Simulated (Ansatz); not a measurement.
**BH3 (borane): SVWN5/def2-TZVPPD**

What is the electronic atomisation energy of BH3 (borane) at SVWN5/def2-TZVPPD? 

The results are computed with Ansatz 0.2.0.

32 further runs of the same task are left out: 32 set aside as unsound or not needed.

### Step 1. The molecule

BH3 has 4 atoms, charge 0, and is taken as a singlet. As SMILES, `B`. The coordinates come from a PBE0-D4/def2-TZVP relaxation.

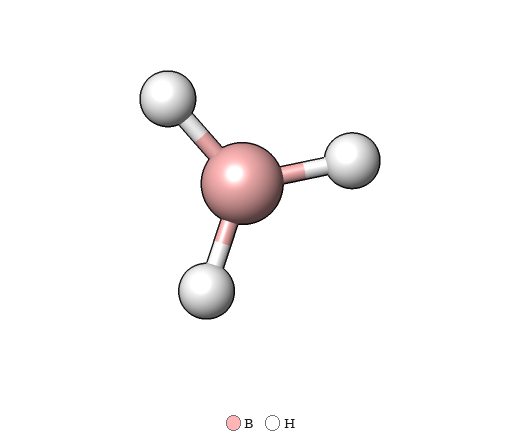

Viewed from a chosen angle; boron pink, hydrogen white.

### Step 2. A single-point energy at SVWN5/def2-TZVPPD

File input.yaml:

```yaml
crystal:
  periodic: [false, false, false]
  atoms:
    - {symbol: B, position_ang: [0.013900, -0.015100, -0.005100]}
    - {symbol: H, position_ang: [0.982200, 0.381700, 0.568800]}
    - {symbol: H, position_ang: [-0.276200, -1.171800, 0.043000]}
    - {symbol: H, position_ang: [-0.664400, 0.744900, -0.626900]}
basis:
  gaussian: {orbitals: def2-TZVPPD.json}
hamiltonian: {xc: {name: SVWN5}}
accuracy: high
output: {orbitals: {seedname: orbitals}}
```

The basis set def2-TZVPPD is read from a file made from the Basis Set Exchange's data (not shown).

Started as:

```
$ ansatz run input.yaml --threads 1 --pin off --max-ram 3480MiB --events-out events.jsonl --progress --plain --runs-dir runs
```

Output:

```text
Warning: RAYON_NUM_THREADS=1 ignored (pool sized by the plan → 1); use --threads N
Functional definition: SVWN5
  name "SVWN5"
  exchange = slater_x
  correlation = vwn5_c
1349 factors; integrals over basis functions are off by at most 2.9e-9 eV
mean field evaluation 1: about -713.1639 eV, gradient 2.3e1 eV
mean field evaluation 2: about -713.5841 eV, gradient 2.0e1 eV
mean field evaluation 4: about -714.9456 eV, gradient 1.1e-1 eV
mean field evaluation 8: about -714.9446 eV, gradient 2.0e-4 eV
mean field evaluation 16: about -714.9446 eV, gradient 3.8e-8 eV
mean field -714.94455834 eV, -26.2737279121 hartree, gradient 3.8e-8 eV, S^2 0.000000; 0 other end points of the search recorded, 0 dependent functions left out
reference -714.94456172 eV, -26.2737280363 hartree; 4, 4 occupied and 84, 84 virtual orbitals, 1349 factors
Total energy: -714.94456172 eV, -26.2737280363 hartree
```

Wall time 1.2 s (1 thread of Arm Neoverse V2, shared host); peak memory 0.15 GiB.

### Step 3. The B atom, same level

File run.yaml:

```yaml
crystal:
  periodic: [false, false, false]
  atoms:
    - {symbol: B, position_ang: [0.000000, 0.000000, 0.000000]}
basis:
  gaussian:
    orbitals: def2-TZVPPD.json
magnetization:
  spin_polarized: true
  initial_magnetization: 1
accuracy: high
hamiltonian:
  xc: {name: SVWN5}
```

The basis set def2-TZVPPD is read from a file made from the Basis Set Exchange's data (not shown).

Run the same way, it converges to -24.35398 Eh (log not shown).

### Step 4. The H atom, same level

File in.yaml:

```yaml
basis:
  gaussian:
    orbitals: def2-TZVPPD.json
crystal:
  periodic: [false, false, false]
  atoms:
    - {symbol: H, position_ang: [0.000000, 0.000000, 0.000000]}
magnetization:
  spin_polarized: true
  initial_magnetization: 1
accuracy: high
hamiltonian:
  xc: {name: SVWN5}
```

The basis set def2-TZVPPD is read from a file made from the Basis Set Exchange's data (not shown).

Run the same way, it converges to -0.47834 Eh (log not shown).

### Step 5. Summary of results

At SVWN5/def2-TZVPPD:

| quantity | value |
| --- | --- |
| molecule: total energy | -26.27373 Eh |
| molecule: HOMO energy | -8.48 eV |
| molecule: LUMO energy | -3.37 eV |
| molecule: HOMO–LUMO gap | 5.10 eV |
| B atom: total energy | -24.35398 Eh |
| B atom: ⟨S²⟩ | 0.752 |
| H atom: total energy | -0.47834 Eh |
| H atom: ⟨S²⟩ | 0.750 |
| electronic atomisation energy | 13.190 eV |

Taking the molecule apart into free atoms costs 13.19 eV (1273 kJ/mol), before zero-point energy and without spin-orbit coupling.
